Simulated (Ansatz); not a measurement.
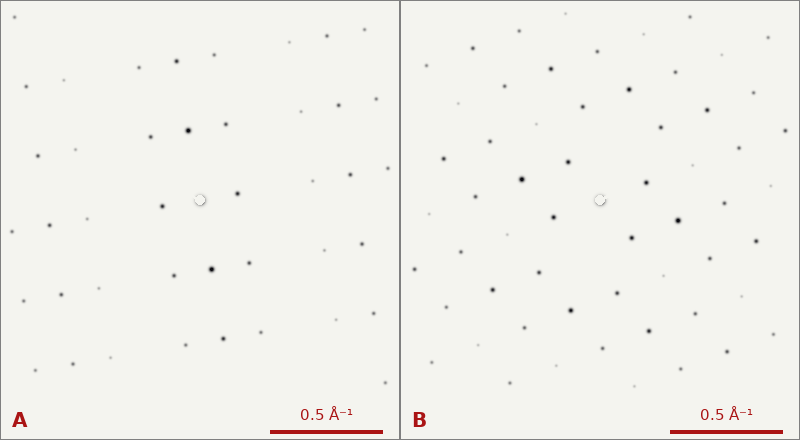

Kinematic electron diffraction patterns (200 kV, B = 0.5 Å², same scale, each along a low-index zone) of two structures of composition K2Ir, each relaxed at zero pressure with DFT PBE, scalar-relativistic, plane waves, PAW in Ansatz.

The structures (standard cells):
1. Fm-3m (No. 225), a = 7.779 Å, 12 atoms; generated start, possibly hypothetical
2. I4_1/amd (No. 141), a = 6.318 Å, c = 15.125 Å, 12 atoms; generated start, possibly hypothetical

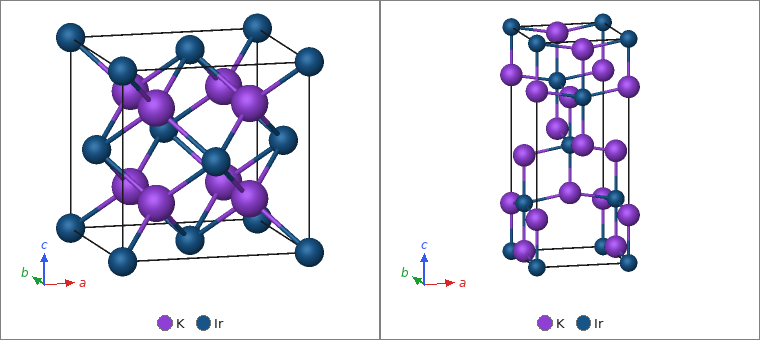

Drawings of the structures 1 to 2, from left to right (each may span several cells).

**Which pattern belongs to which structure, and along which zone?**

A is structure 2 along [101] or an equivalent direction: rectangular net of 1 0 -1 at d = 5.83 Å and 0 2 0 at d = 3.16 Å, 90.0° apart (some points of this net are extinct or too weak to see). B is structure 1 along [110] or an equivalent direction: centred rectangular net of -1 1 -1 at d = 4.49 Å and -1 1 1 at d = 4.49 Å, 70.5° apart (some points of this net are extinct or too weak to see).

**Rank the structures by their computed energy.**

Structure 1 (Fm-3m, 39.23 Å³ an atom) is the lowest of these; structure 2 (I4_1/amd, 50.31 Å³ an atom) lies about 86 meV an atom higher. These are static energies at 0 K; other structures, not shown, may lie lower still.
